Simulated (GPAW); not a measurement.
**Run report: C₂H₂F₂O, calculation of the molecule and its ions**

System: C₂H₂F₂O, SMILES FC1OC1F.
Method: RPBE/real-space grid, scalar-relativistic datasets (GPAW 26.7.0).

The geometry comes from this level: GFN2-xTB.

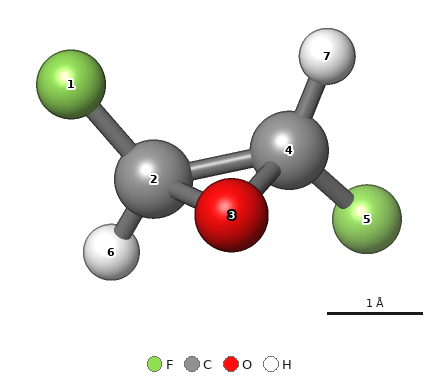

*The input geometry (ball-and-stick view, seen at an oblique angle; atoms are numbered from 1 in the order of the input).*

**Input file (run.py)**
```python
from ase.io.zmatrix import parse_zmatrix
from gpaw import GPAW

# Structure
molecule = parse_zmatrix("""
F
C 1 1.348453
O 2 1.378733 1 116.0567
C 3 1.378323 2 63.93204 1 -108.63177
F 4 1.348224 3 116.06943 2 -108.77042
H 2 1.084241 1 111.83474 3 140.60726
H 4 1.084532 5 111.82371 3 140.60165
""")
molecule.center(vacuum=4.5)

energies = {}
for name, charge, unpaired in [('neutral', 0, 0), ('oxidised', 1, 1)]:
    molecule.set_initial_magnetic_moments([unpaired / len(molecule)] * len(molecule))
    gpaw_calc = GPAW(mode='fd',
                     h=0.25,
                     xc='RPBE',
                     charge=charge,
                     occupations={'name': 'fermi-dirac', 'width': 0.0, 'fixmagmom': unpaired > 0},
                     maxiter=100,
                     symmetry='off',
                     txt='-')
    molecule.calc = gpaw_calc
    energies[name] = molecule.get_potential_energy()
    print(f'{name:10} {energies[name]:12.5f} eV')

ip = energies['oxidised'] - energies['neutral']
print(f'Vertical IP             {ip:.3f} eV')
```

Run on 1 thread of Intel Xeon (Granite Rapids), 12 GiB of memory available, shared host.

Command:
```bash
python run.py
```

**Output**
```
__  _  _
 | _ |_)|_||  |
 |__||  | ||/\| - 26.7.0

units:  Angstrom and eV
cores:  1
OpenMP: False

Versions:
  Python: 3.12.14
  ASE:    3.29.0
  Numpy:  2.5.5
  Scipy:  1.18.1
  Libxc:  7.0.0

        _gpaw.cpython-312-x86_64-linux-gnu.so

Input parameters:
  mode=FD(),
  charge=0.0,
  h=0.25,
  maxiter=100,
  occupations=Occupations(name='fermi-dirac', width=0.0, fixmagmom=False),
  symmetry=Symmetry(point_group=False, time_reversal=False),
  xc=XC(name='RPBE')

Diagonalizing LCAO Hamiltonian
Converting LCAO to fd mode
        .-----------------------------.
       /|                             |
      / |                             |
     /  |                             |
    /   |                             |
   /    |                             |
  /     |                             |
 *      |                             |
 |      |                             |
 |      |            O                |
 |      |      F   H                  |
 |      |            C                |
 |      |           H  F              |
 |      |                             |
 |      .-----------------------------.
 |     /                             /
 |    /                             /
 |   /                             /
 |  /                             /
 | /                             /
 |/                             /
 *-----------------------------*

Atoms  # Å, Bohr magnetons
|   | symbol |        x |        y |        z |    initial magnetic moments |
|---|--------|----------|----------|----------|-----------------------------|
| 0 |      F | 4.500000 | 5.277805 | 6.553548 | ( 0.0000,  0.0000,  0.0000) |
| 1 |      C | 5.848453 | 5.277805 | 6.553548 | ( 0.0000,  0.0000,  0.0000) |
| 2 |      O | 6.454076 | 6.516403 | 6.553548 | ( 0.0000,  0.0000,  0.0000) |
| 3 |      C | 6.543375 | 5.798526 | 5.380324 | ( 0.0000,  0.0000,  0.0000) |
| 4 |      F | 7.760790 | 5.303095 | 5.080066 | ( 0.0000,  0.0000,  0.0000) |
| 5 |      H | 6.251716 | 4.500000 | 7.192279 | ( 0.0000,  0.0000,  0.0000) |
| 6 |      H | 6.031732 | 6.171971 | 4.500000 | ( 0.0000,  0.0000,  0.0000) |

Unit cell  # Å
| periodic |         x |         y |         z |   lengths |    angles |
|----------|-----------|-----------|-----------|-----------|-----------|
|       no | 12.260790 |  0.000000 |  0.000000 | 12.260790 | 90.000000 |
|       no |  0.000000 | 11.016403 |  0.000000 | 11.016403 | 90.000000 |
|       no |  0.000000 |  0.000000 | 11.692279 | 11.692279 | 90.000000 |

Number of symmetries: 1
Symmetry operations  # r_c * U_cc + t_c -> r_c
|   | kind |            matrix            |
|---|------|------------------------------|
| 0 |  E   |  1, 0, 0,  0, 1, 0,  0, 0, 1 |

BZ-sampling:
  Number of BZ points: 1
  Number of IBZ points: 1

  Monkhorst-Pack size: [1, 1, 1]
  Monkhorst-Pack shift: [0, 0, 0]

K-points  # in reciprocal-cell coordinates
|   |                                coordinates |     weight |
|---|--------------------------------------------|------------|
| 0 | (  0.00000000,   0.00000000,   0.00000000) | 1.00000000 |

Uniform wave function grid shape: (np.int64(47), np.int64(43), np.int64(47))
Spin-components: 1 (collinear spins)
Bands:           22
Projectors:      31
Spin-degeneracy: 2
Datatype:        float64

  Storage: CPU
  Wave functions: 16_717_712 bytes (16_717_712 per core)

Parallelization:
  kpt:    1
  domain: 1
  band:   1

Density:
  Valence electrons: 30.0
  Components: 1
  Grid points: [48 44 48]
  Charge: 0.0  # |e|

Potential:
  Grid points: [48 44 48]

species:
  F:
    name:    Fluorine
    Z:       9.0
    valence: 7
    core:    2
    charge:  0.0  # [|e|]
    file:    F.RPBE.gz
    compensation charges:
      type: gauss
      rc: 0.20  # [Å]
      lmax: 2
    cutoffs:
      filter: 1.14  # [Å]
      core: 0.74  # [Å]
    projectors
    | kind |    occ | energy [eV] | rcut [Å] |
    |------|--------|-------------|----------|
    |   2s |  2.000 |     -29.979 |    0.635 |
    |   2p |  5.000 |     -11.057 |    0.635 |
    |    s |        |      -2.768 |    0.635 |
    |    p |        |      16.154 |    0.635 |
    |    d |        |       0.000 |    0.635 |

    Using partial waves for F as LCAO basis

  C:
    name:    Carbon
    Z:       6.0
    valence: 4
    core:    2
    charge:  0.0  # [|e|]
    file:    C.RPBE.gz
    compensation charges:
      type: gauss
      rc: 0.20  # [Å]
      lmax: 2
    cutoffs:
      filter: 1.14  # [Å]
      core: 1.14  # [Å]
    projectors
    | kind |    occ | energy [eV] | rcut [Å] |
    |------|--------|-------------|----------|
    |   2s |  2.000 |     -13.815 |    0.635 |
    |   2p |  2.000 |      -5.254 |    0.635 |
    |    s |        |      13.396 |    0.635 |
    |    p |        |      21.957 |    0.635 |
    |    d |        |       0.000 |    0.635 |

    Using partial waves for C as LCAO basis

  O:
    name:    Oxygen
    Z:       8.0
    valence: 6
    core:    2
    charge:  0.0  # [|e|]
    file:    O.RPBE.gz
    compensation charges:
      type: gauss
      rc: 0.21  # [Å]
      lmax: 2
    cutoffs:
      filter: 1.17  # [Å]
      core: 0.83  # [Å]
    projectors
    | kind |    occ | energy [eV] | rcut [Å] |
    |------|--------|-------------|----------|
    |   2s |  2.000 |     -24.041 |    0.688 |
    |   2p |  4.000 |      -8.984 |    0.598 |
    |    s |        |       3.170 |    0.688 |
    |    p |        |      18.228 |    0.598 |
    |    d |        |       0.000 |    0.619 |

    Using partial waves for O as LCAO basis

  H:
    name:    Hydrogen
    Z:       1.0
    valence: 1
    core:    0
    charge:  0.0  # [|e|]
    file:    H.RPBE.gz
    compensation charges:
      type: gauss
      rc: 0.15  # [Å]
      lmax: 2
    cutoffs:
      filter: 0.85  # [Å]
      core: 0.53  # [Å]
    projectors
    | kind |    occ | energy [eV] | rcut [Å] |
    |------|--------|-------------|----------|
    |   1s |  1.000 |      -6.572 |    0.476 |
    |    s |        |      20.639 |    0.476 |
    |    p |        |       0.000 |    0.476 |

    Using partial waves for H as LCAO basis

Reference energy: -9559.812132  # eV

eigensolver:
  PPCG
  Converge bands: occupied
  niter=2

density mixing:
  MSR1-Mixer
  Pratt-step length: 0.05
  Maximum mixing coefficient: 0.75
  Old densities: 10
  SVD Regularization: 0.005
  Good broyden scale: 1.0
  Trust region scale: 1.0
  Backstep threshold: 4.0
  History deletion threshold: 6.0
  Fourier metric: weight=20.0, sigma=0.015

occupation numbers:
  # Zero width

FastPoissonSolver using
    Stencil: 6*3+1=19 point O(h^6) finite-difference Laplacian
    FFT axes: []
    FST axes: [np.int64(1), np.int64(0), np.int64(2)]

xc functional:
  name: RPBE with 2 nearest neighbor stencil
interpolation: tri-quintic # 5. degree polynomial

Initialization done in: 0.863 s

convergence criteria:
- Maximum [total energy] change in last 3 cyles: 0.0005 eV / valence electron
- Maximum integral of absolute [dens]ity change: 0.0001 electrons / valence electron
- Maximum integral of absolute [eigenst]ate change: 4e-08 eV^2 / valence electron
maximum number of iterations: 100

SCF iterations
|iter     |     time |      energy | eigst |  dens |
|---------|----------|-------------|-------|-------|
|iter:   1| 00:00:01 |  -42.001770 | +1.07 |       |
|iter:   2| 00:00:02 |  -41.897895 | -0.06 | -0.88 |
|iter:   3| 00:00:03 |  -40.255680 | -0.20 | -0.92 |
|iter:   4| 00:00:03 |  -40.172366 | -0.72 | -1.40 |
|iter:   5| 00:00:04 |  -40.182150 | -1.75 | -1.90 |
|iter:   6| 00:00:05 |  -40.183770c| -2.39 | -2.33 |
|iter:   7| 00:00:05 |  -40.184177c| -3.10 | -2.64 |
|iter:   8| 00:00:06 |  -40.184201c| -4.05 | -3.47 |
|iter:   9| 00:00:07 |  -40.184204c| -4.83 | -3.88 |
|iter:  10| 00:00:08 |  -40.184205c| -5.48 | -4.15c|
|iter:  11| 00:00:08 |  -40.184205c| -6.14 | -4.81c|
|iter:  12| 00:00:09 |  -40.184205c| -6.79 | -5.14c|
|iter:  13| 00:00:10 |  -40.184205c| -7.40c| -5.57c|

Converged in 13 steps
SCF loop duration: 9.144 s (0.703 s/step)
Energy contributions relative to reference atoms: (reference = -9559.812132)

Energy contributions:
  Kinetic:          56.525107
  Coulomb:         -61.403373
  Zero:              3.817244
  External:          0.000000
  Xc:              -39.123185
  Entropy:           0.000000
  Spinorbit:         0.000000
  ----------------------------
  Free energy:     -40.184205
  Extrapolated:    -40.184205

dipole moment: (-0.046284, -0.146414, -0.086605)  # |e|*Ang

Fermi level: -3.770
Eigenvalues  # (at kpt = [0.000, 0.000, 0.000])
| band index |      eig [eV] | occ [0-2] |
|------------|---------------|-----------|
|          0 |       -31.393 |     2.000 |
|        ... |               |           |
|          7 |       -12.682 |     2.000 |
|          8 |       -12.375 |     2.000 |
|          9 |       -11.460 |     2.000 |
|         10 |       -10.529 |     2.000 |
|         11 |        -9.984 |     2.000 |
|         12 |        -9.379 |     2.000 |
|         13 |        -8.179 |     2.000 |
|         14 |        -7.391 |     2.000 |
|         15 |        -0.149 |     0.000 |
|         16 |        -0.052 |     0.000 |
|         17 |         0.245 |     0.000 |
|         18 |         0.367 |     0.000 |
|         19 |         1.087 |     0.000 |
|         20 |         1.142 |     0.000 |
|         21 |         1.693 |     0.000 |

Gap: 7.242 eV
Transition (v -> c):
  (s=0, k=0, n=14, [0.00, 0.00, 0.00]) -> (s=0, k=0, n=15, [0.00, 0.00, 0.00])
No difference between direct/indirect transitions
vacuum-level: 0.000  # V
neutral       -40.18421 eV
  __  _  _
 | _ |_)|_||  |
 |__||  | ||/\| - 26.7.0

units:  Angstrom and eV
cores:  1
OpenMP: False

Versions:
  Python: 3.12.14
  ASE:    3.29.0
  Numpy:  2.5.5
  Scipy:  1.18.1
  Libxc:  7.0.0

        _gpaw.cpython-312-x86_64-linux-gnu.so

Input parameters:
  mode=FD(),
  charge=1,
  h=0.25,
  maxiter=100,
  occupations=Occupations(name='fermi-dirac', width=0.0, fixmagmom=True),
  symmetry=Symmetry(point_group=False, time_reversal=False),
  xc=XC(name='RPBE')

timing:  # [seconds]
  Total: 10.027  # ━━━━━━━━━━━━━━━━━━━━━━━━━━━━━━━━━━━━━━━━━━━━━━━━━━━━━━━━━━
  Init:   0.862  # ━━━━━
  SCF:    9.144  # ━━━━━━━━━━━━━━━━━━━━━━━━━━━━━━━━━━━━━━━━━━━━━━━━━━━━━

Max RSS: 380.754  # MiB

Diagonalizing LCAO Hamiltonian
Converting LCAO to fd mode
        .-----------------------------.
       /|                             |
      / |                             |
     /  |                             |
    /   |                             |
   /    |                             |
  /     |                             |
 *      |                             |
 |      |                             |
 |      |            O                |
 |      |      F   H                  |
 |      |            C                |
 |      |           H  F              |
 |      |                             |
 |      .-----------------------------.
 |     /                             /
 |    /                             /
 |   /                             /
 |  /                             /
 | /                             /
 |/                             /
 *-----------------------------*

Atoms  # Å, Bohr magnetons
|   | symbol |        x |        y |        z |    initial magnetic moments |
|---|--------|----------|----------|----------|-----------------------------|
| 0 |      F | 4.500000 | 5.277805 | 6.553548 | ( 0.0000,  0.0000,  0.1429) |
| 1 |      C | 5.848453 | 5.277805 | 6.553548 | ( 0.0000,  0.0000,  0.1429) |
| 2 |      O | 6.454076 | 6.516403 | 6.553548 | ( 0.0000,  0.0000,  0.1429) |
| 3 |      C | 6.543375 | 5.798526 | 5.380324 | ( 0.0000,  0.0000,  0.1429) |
| 4 |      F | 7.760790 | 5.303095 | 5.080066 | ( 0.0000,  0.0000,  0.1429) |
| 5 |      H | 6.251716 | 4.500000 | 7.192279 | ( 0.0000,  0.0000,  0.1429) |
| 6 |      H | 6.031732 | 6.171971 | 4.500000 | ( 0.0000,  0.0000,  0.1429) |

Unit cell  # Å
| periodic |         x |         y |         z |   lengths |    angles |
|----------|-----------|-----------|-----------|-----------|-----------|
|       no | 12.260790 |  0.000000 |  0.000000 | 12.260790 | 90.000000 |
|       no |  0.000000 | 11.016403 |  0.000000 | 11.016403 | 90.000000 |
|       no |  0.000000 |  0.000000 | 11.692279 | 11.692279 | 90.000000 |

Number of symmetries: 1
Symmetry operations  # r_c * U_cc + t_c -> r_c
|   | kind |            matrix            |
|---|------|------------------------------|
| 0 |  E   |  1, 0, 0,  0, 1, 0,  0, 0, 1 |

BZ-sampling:
  Number of BZ points: 1
  Number of IBZ points: 1

  Monkhorst-Pack size: [1, 1, 1]
  Monkhorst-Pack shift: [0, 0, 0]

K-points  # in reciprocal-cell coordinates
|   |                                coordinates |     weight |
|---|--------------------------------------------|------------|
| 0 | (  0.00000000,   0.00000000,   0.00000000) | 1.00000000 |

Uniform wave function grid shape: (np.int64(47), np.int64(43), np.int64(47))
Spin-components: 2 (collinear spins)
Bands:           22
Projectors:      31
Spin-degeneracy: 1
Datatype:        float64

  Storage: CPU
  Wave functions: 33_435_424 bytes (33_435_424 per core)

Parallelization:
  kpt:    1
  domain: 1
  band:   1

Density:
  Valence electrons: 30.0
  Components: 2
  Grid points: [48 44 48]
  Charge: 1.0  # |e|

Potential:
  Grid points: [48 44 48]

species:
  F:
    name:    Fluorine
    Z:       9.0
    valence: 7
    core:    2
    charge:  0.0  # [|e|]
    file:    F.RPBE.gz
    compensation charges:
      type: gauss
      rc: 0.20  # [Å]
      lmax: 2
    cutoffs:
      filter: 1.14  # [Å]
      core: 0.74  # [Å]
    projectors
    | kind |    occ | energy [eV] | rcut [Å] |
    |------|--------|-------------|----------|
    |   2s |  2.000 |     -29.979 |    0.635 |
    |   2p |  5.000 |     -11.057 |    0.635 |
    |    s |        |      -2.768 |    0.635 |
    |    p |        |      16.154 |    0.635 |
    |    d |        |       0.000 |    0.635 |

    Using partial waves for F as LCAO basis

  C:
    name:    Carbon
    Z:       6.0
    valence: 4
    core:    2
    charge:  0.0  # [|e|]
    file:    C.RPBE.gz
    compensation charges:
      type: gauss
      rc: 0.20  # [Å]
      lmax: 2
    cutoffs:
      filter: 1.14  # [Å]
      core: 1.14  # [Å]
    projectors
    | kind |    occ | energy [eV] | rcut [Å] |
    |------|--------|-------------|----------|
    |   2s |  2.000 |     -13.815 |    0.635 |
    |   2p |  2.000 |      -5.254 |    0.635 |
    |    s |        |      13.396 |    0.635 |
    |    p |        |      21.957 |    0.635 |
    |    d |        |       0.000 |    0.635 |

    Using partial waves for C as LCAO basis

  O:
    name:    Oxygen
    Z:       8.0
    valence: 6
    core:    2
    charge:  0.0  # [|e|]
    file:    O.RPBE.gz
    compensation charges:
      type: gauss
      rc: 0.21  # [Å]
      lmax: 2
    cutoffs:
      filter: 1.17  # [Å]
      core: 0.83  # [Å]
    projectors
    | kind |    occ | energy [eV] | rcut [Å] |
    |------|--------|-------------|----------|
    |   2s |  2.000 |     -24.041 |    0.688 |
    |   2p |  4.000 |      -8.984 |    0.598 |
    |    s |        |       3.170 |    0.688 |
    |    p |        |      18.228 |    0.598 |
    |    d |        |       0.000 |    0.619 |

    Using partial waves for O as LCAO basis

  H:
    name:    Hydrogen
    Z:       1.0
    valence: 1
    core:    0
    charge:  0.0  # [|e|]
    file:    H.RPBE.gz
    compensation charges:
      type: gauss
      rc: 0.15  # [Å]
      lmax: 2
    cutoffs:
      filter: 0.85  # [Å]
      core: 0.53  # [Å]
    projectors
    | kind |    occ | energy [eV] | rcut [Å] |
    |------|--------|-------------|----------|
    |   1s |  1.000 |      -6.572 |    0.476 |
    |    s |        |      20.639 |    0.476 |
    |    p |        |       0.000 |    0.476 |

    Using partial waves for H as LCAO basis

Reference energy: -9559.812132  # eV

eigensolver:
  PPCG
  Converge bands: occupied
  niter=2

density mixing:
  MSR1-Mixer
  Pratt-step length: 0.05
  Maximum mixing coefficient: 0.75
  Old densities: 10
  SVD Regularization: 0.005
  Good broyden scale: 1.0
  Trust region scale: 1.0
  Backstep threshold: 4.0
  History deletion threshold: 6.0
  Fourier metric: weight=20.0, sigma=0.015

occupation numbers:
  Fixed magnetic moment: 1.000
  # Zero width

FastPoissonSolver using
    Stencil: 6*3+1=19 point O(h^6) finite-difference Laplacian
    FFT axes: []
    FST axes: [np.int64(1), np.int64(0), np.int64(2)]

xc functional:
  name: RPBE with 2 nearest neighbor stencil
interpolation: tri-quintic # 5. degree polynomial

Initialization done in: 1.168 s

convergence criteria:
- Maximum [total energy] change in last 3 cyles: 0.0005 eV / valence electron
- Maximum integral of absolute [dens]ity change: 0.0001 electrons / valence electron
- Maximum integral of absolute [eigenst]ate change: 4e-08 eV^2 / valence electron
maximum number of iterations: 100

SCF iterations
|iter     |     time |      energy | eigst |  dens |  magmom |
|---------|----------|-------------|-------|-------|---------|
|iter:   1| 00:00:12 |  -31.975083 | +1.12 |       |  +0.9982|
|iter:   2| 00:00:13 |  -31.834433 | +0.04 | -0.74 |  +0.9983|
|iter:   3| 00:00:15 |  -29.215164 | -0.17 | -0.78 |  +0.9993|
|iter:   4| 00:00:16 |  -29.016591 | -0.57 | -1.21 |  +0.9998|
|iter:   5| 00:00:17 |  -29.016572 | -1.37 | -1.60 |  +0.9999|
|iter:   6| 00:00:19 |  -29.019094c| -2.09 | -1.84 |  +1.0000|
|iter:   7| 00:00:20 |  -29.018898c| -2.59 | -2.17 |  +1.0000|
|iter:   8| 00:00:22 |  -29.019566c| -3.40 | -2.50 |  +1.0000|
|iter:   9| 00:00:23 |  -29.019605c| -4.10 | -3.12 |  +1.0000|
|iter:  10| 00:00:24 |  -29.019611c| -4.78 | -3.40 |  +1.0000|
|iter:  11| 00:00:26 |  -29.019615c| -5.31 | -3.66 |  +1.0000|
|iter:  12| 00:00:27 |  -29.019617c| -5.96 | -4.15c|  +1.0000|
|iter:  13| 00:00:29 |  -29.019617c| -6.70 | -4.60c|  +1.0000|
|iter:  14| 00:00:30 |  -29.019617c| -7.36 | -5.09c|  +1.0000|
|iter:  15| 00:00:31 |  -29.019617c| -7.77c| -5.46c|  +1.0000|

Converged in 15 steps
SCF loop duration: 20.213 s (1.348 s/step)
Energy contributions relative to reference atoms: (reference = -9559.812132)

Energy contributions:
  Kinetic:          43.416093
  Coulomb:         -48.107507
  Zero:              3.700305
  External:          0.000000
  Xc:              -28.028508
  Entropy:           0.000000
  Spinorbit:         0.000000
  ----------------------------
  Free energy:     -29.019617
  Extrapolated:    -29.019617

dipole moment: (6.172450, 5.459947, 5.924545)  # |e|*Ang

Total magnetic moment: (0.000000, 0.000000, 1.000000)

Local magnetic moments
|        x |        y |        z |
|----------|----------|----------|
| 0.000000 | 0.000000 | 0.144995 |  # F    0
| 0.000000 | 0.000000 | 0.098224 |  # C    1
| 0.000000 | 0.000000 | 0.121867 |  # O    2
| 0.000000 | 0.000000 | 0.098850 |  # C    3
| 0.000000 | 0.000000 | 0.146938 |  # F    4
| 0.000000 | 0.000000 | 0.008176 |  # H    5
| 0.000000 | 0.000000 | 0.006412 |  # H    6

Fermi levels: -10.789, -15.354
Eigenvalues  # (at kpt = [0.000, 0.000, 0.000])
| band index |      eig [eV] | occ [0-1] |      eig [eV] | occ [0-1] |
|------------|---------------|-----------|---------------|-----------|
|          0 |       -39.440 |     1.000 |       -39.146 |     1.000 |
|        ... |               |           |               |           |
|          7 |       -20.538 |     1.000 |       -20.343 |     1.000 |
|          8 |       -19.994 |     1.000 |       -19.844 |     1.000 |
|          9 |       -19.589 |     1.000 |       -18.915 |     1.000 |
|         10 |       -18.546 |     1.000 |       -17.953 |     1.000 |
|         11 |       -17.586 |     1.000 |       -17.391 |     1.000 |
|         12 |       -17.051 |     1.000 |       -16.898 |     1.000 |
|         13 |       -15.932 |     1.000 |       -15.749 |     1.000 |
|         14 |       -15.886 |     1.000 |       -14.958 |     0.000 |
|         15 |        -6.619 |     0.000 |        -6.223 |     0.000 |
|         16 |        -6.043 |     0.000 |        -5.677 |     0.000 |
|         17 |        -5.494 |     0.000 |        -5.241 |     0.000 |
|         18 |        -4.859 |     0.000 |        -4.759 |     0.000 |
|         19 |        -4.773 |     0.000 |        -4.705 |     0.000 |
|         20 |        -4.692 |     0.000 |        -4.513 |     0.000 |
|         21 |        -3.265 |     0.000 |        -3.160 |     0.000 |

Gap: 8.339 eV
Transition (v -> c):
  (s=1, k=0, n=14, [0.00, 0.00, 0.00]) -> (s=0, k=0, n=15, [0.00, 0.00, 0.00])
No difference between direct/indirect transitions
vacuum-level: 0.000  # V
oxidised      -29.01962 eV
Vertical IP             11.165 eV
```

**Key numbers**

- outcome: converged
- ionisation energy: 11.16 eV
- wall time: 32 s
- peak memory: 0.45 GiB

**Remarks**

On so coarse a grid the energy depends on the position of the molecule, which gives spurious forces.
